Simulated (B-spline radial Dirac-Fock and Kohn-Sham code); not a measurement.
Bismuth in charge state +3 (Bi³⁺) in the configuration [Xe] 4f14 5d10 6s2, inside a Watson sphere of charge −3 and radius 2 Å that stands in for a crystal. Level of theory: Dirac–Fock ΔSCF (average of configuration, Fermi nucleus, Breit and QED terms, no correlation); calculated with a B-spline radial atomic code.

What should this plot look like? Bars give the relaxation, Breit and QED contributions (eV) to the binding energies of the deepest subshells, counted from the Koopmans value, on an axis that is logarithmic beyond ±1 eV.

For 1s (bound by 90.539 keV) relaxation contributes −95.3 eV, the Breit interaction −337 eV and QED −178 eV, so Breit is the largest correction there. For 3d5/2 the three are −33.0 eV, −3.6 eV and 0.20 eV. Relaxation is largest in size for 1s.

The computed plot:

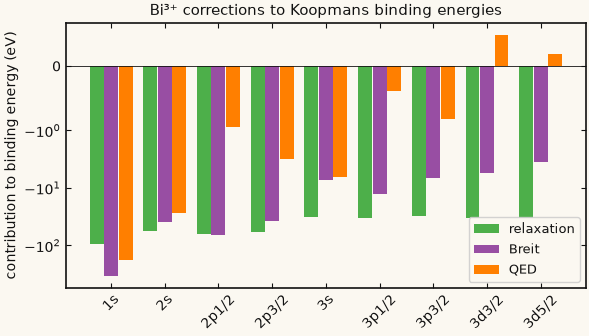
